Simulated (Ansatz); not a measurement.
Single-point calculation of Ga$_{3}$N$_{3}$H$_{12}$

- system: Ga$_{3}$N$_{3}$H$_{12}$
- method: RKS PBE-D4/def2-TZVP (Ansatz 0.2.0)

The geometry comes from this level: PBE0-D4/def2-SVP. Figures and captions count atoms from 1; the log counts them from 0 in places.

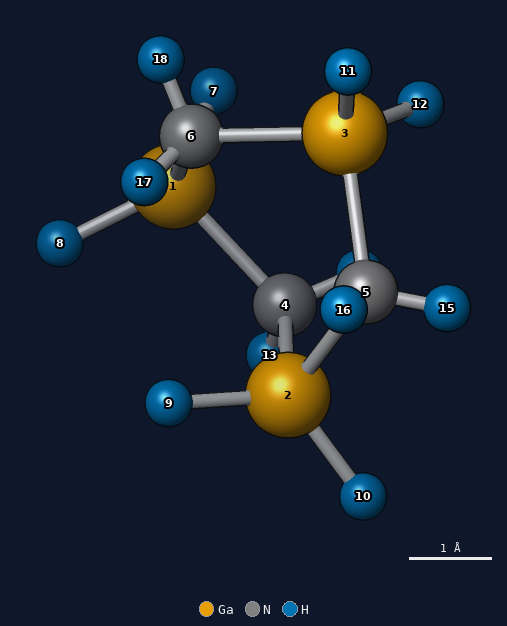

**Figure 1.** The input geometry (ball-and-stick view, seen at a tilt; atoms are numbered from 1 in the order of the input). Sticks mark near contacts.

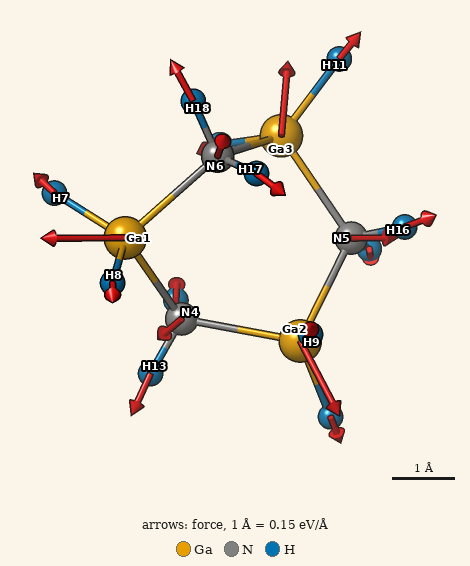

**Figure 2.** Forces on the atoms as red arrows (ball-and-stick view, seen at a tilt; atoms are numbered from 1 in the order of the input). The largest act on Ga1 (0.23 eV/Å); Ga2, Ga3 (0.22 eV/Å); N5 (0.12 eV/Å); H13, H18 (0.12 eV/Å), among others. The geometry is not a stationary point of this energy.

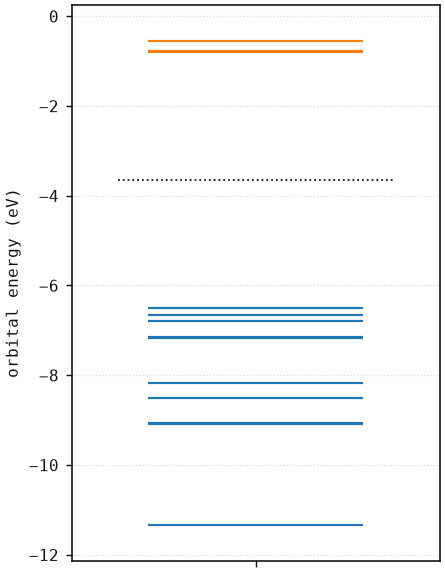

**Figure 3.** Orbital energies near the frontier; the dotted line parts filled from empty levels, and levels within 0.02 eV of each other stand side by side. Highest filled −6.49 eV, lowest empty −0.80 eV, 5.69 eV apart.

The input and output of the run follow.

## The input
```yaml
crystal:
  periodic: [false, false, false]
  atoms:
    - {symbol: Ga, position_ang: [1.936941, -0.546863, -0.512899]}
    - {symbol: Ga, position_ang: [-0.378041, 1.874943, -0.021916]}
    - {symbol: Ga, position_ang: [-1.197208, -1.420791, 0.426271]}
    - {symbol: N, position_ang: [0.685995, 0.794117, -1.333159]}
    - {symbol: N, position_ang: [-1.760017, 0.507373, 0.490126]}
    - {symbol: N, position_ang: [0.727384, -1.212490, 0.947625]}
    - {symbol: H, position_ang: [2.136631, -1.751561, -1.506758]}
    - {symbol: H, position_ang: [3.118926, 0.275906, 0.122765]}
    - {symbol: H, position_ang: [0.513281, 2.089420, 1.260234]}
    - {symbol: H, position_ang: [-1.096327, 3.045415, -0.795573]}
    - {symbol: H, position_ang: [-1.951160, -2.203062, 1.568139]}
    - {symbol: H, position_ang: [-1.244191, -1.835259, -1.094015]}
    - {symbol: H, position_ang: [1.236885, 1.440062, -1.901547]}
    - {symbol: H, position_ang: [0.063988, 0.325730, -1.995457]}
    - {symbol: H, position_ang: [-2.580545, 0.618108, -0.108169]}
    - {symbol: H, position_ang: [-2.094252, 0.730201, 1.429345]}
    - {symbol: H, position_ang: [0.809735, -0.608145, 1.767847]}
    - {symbol: H, position_ang: [1.071958, -2.123113, 1.257142]}
basis:
  gaussian: {orbitals: def2-TZVP, initial_orbitals: start.molden}
hamiltonian: {xc: pbe, dispersion: d4}
scf: {omitted_lower_state_checks: [starts]}
output: {forces: true, orbitals: {seedname: orbitals}}
```

Launch command:
```bash
ansatz run in.yaml --threads 4 --pin off --events-out ev --progress --plain --max-ram 4787MiB
```

## The program's output
```
Functional definition: PBE
  name "PBE"
  cite "Perdew, Burke & Ernzerhof, Phys. Rev. Lett. 77, 3865 (1996) doi:10.1103/PhysRevLett.77.3865"
  parent pbe
  parameter kappa = 0.804
  parameter beta = 0.06672455060314922
  exchange = pbe_x(kappa = kappa, mu = beta*pi^2/3)
  correlation = pbe_c(beta = beta)
these checks for a lower state are left out or cut short: starts
2097 factors; their error is unknown
mean field evaluation 1: about -161775.0787 eV, gradient 1.6e1 eV
mean field evaluation 2: about -161775.3307 eV, gradient 2.7e-1 eV
mean field evaluation 4: about -161775.2826 eV, gradient 6.2e-4 eV
mean field -161775.28255170 eV, -5945.1319785501 hartree, gradient 1.3e-5 eV, S^2 0.000000; 0 other end points of the search recorded, 0 dependent functions left out
the calculation of the forces begins
reference -161775.28261334 eV, -5945.1319808153 hartree; 63, 63 occupied and 246, 246 virtual orbitals, 2097 factors
Total energy: -161775.90975410 eV, -5945.1550278130 hartree
Atom 0 at     1.936941    -0.546863    -0.512899 Å, force     0.211794    -0.058655    -0.055626 eV/Å
Atom 1 at    -0.378041     1.874943    -0.021916 Å, force     0.008289     0.217317     0.045346 eV/Å
Atom 2 at    -1.197208    -1.420791     0.426271 Å, force    -0.123882    -0.183740    -0.016990 eV/Å
Atom 3 at     0.685995     0.794117    -1.333159 Å, force    -0.002592     0.012354    -0.115041 eV/Å
Atom 4 at    -1.760017     0.507373     0.490126 Å, force    -0.115359     0.032991     0.033116 eV/Å
Atom 5 at     0.727384    -1.212490     0.947625 Å, force     0.045844    -0.025528     0.104666 eV/Å
Atom 6 at     2.136631    -1.751561    -1.506758 Å, force    -0.003467    -0.072649    -0.050498 eV/Å
Atom 7 at     3.118926     0.275906     0.122765 Å, force     0.056077     0.057586     0.035739 eV/Å
Atom 8 at     0.513281     2.089420     1.260234 Å, force     0.050549    -0.005967     0.068157 eV/Å
Atom 9 at    -1.096327     3.045415    -0.795573 Å, force    -0.041460     0.062079    -0.045706 eV/Å
Atom 10 at    -1.951160    -2.203062     1.568139 Å, force    -0.039701    -0.040648     0.067329 eV/Å
Atom 11 at    -1.244191    -1.835259    -1.094015 Å, force     0.009220    -0.009525    -0.084287 eV/Å
Atom 12 at     1.236885     1.440062    -1.901547 Å, force     0.073741     0.084715    -0.041478 eV/Å
Atom 13 at     0.063988     0.325730    -1.995457 Å, force    -0.077070    -0.067182    -0.051584 eV/Å
Atom 14 at    -2.580545     0.618108    -0.108169 Å, force    -0.071104     0.011829    -0.089017 eV/Å
Atom 15 at    -2.094252     0.730201     1.429345 Å, force    -0.013023     0.012450     0.111669 eV/Å
Atom 16 at     0.809735    -0.608145     1.767847 Å, force     0.001189     0.086820     0.073235 eV/Å
Atom 17 at     1.071958    -2.123113     1.257142 Å, force     0.030955    -0.114249     0.010971 eV/Å
Dipole moment:    -0.309420     0.079497     0.094378 e Å
Checks for a lower state left out: starts
```

## Summary

```csv
quantity,value
outcome,converged
total energy,−161775.9098 eV
mean-field energy,−161775.2826 eV
dispersion energy,−0.6271 eV
SCF solution under orbital rotations,stable
HOMO,−6.49 eV
LUMO,−0.80 eV
largest force (length of the vector),0.227 eV/Å
dipole moment,1.60 D
hardware,"4 threads of Arm Neoverse V2, 23 GiB of memory available, shared host"
wall time,7 s (CPU time 25 s)
peak memory,0.65 GiB
```
